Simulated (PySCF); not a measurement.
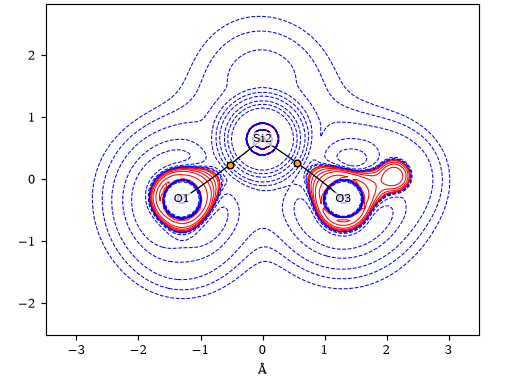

Figure 1: H₄O₄Si, SMILES `O[Si](O)(O)O`. Negative Laplacian of the density (−∇²ρ) in the plane of O1, Si2 and O3 (solid red lines positive, dashed blue lines negative, contours at ±0.02 to ±8 a.u.), with bond paths and bond critical points (dots).

Level of theory: PBE0/def2-TZVP (PySCF), at a geometry from GFN2-xTB. No frequency check shows the geometry to be a minimum.

Sort the bonds in the plane by the sign of ∇²ρ at their critical points.

Answer. At none is it concentrated. Depleted (∇²ρ > 0): O1–Si2 and Si2–O3 (+0.89 a.u., H = −0.056). A positive Laplacian with clearly negative H marks a strongly polar covalent bond, whose critical point lies close to the core of the less electronegative atom.

Where along O1–Si2 does the critical point lie?

Answer. 0.96 Å from O1 and 0.67 Å from Si2.
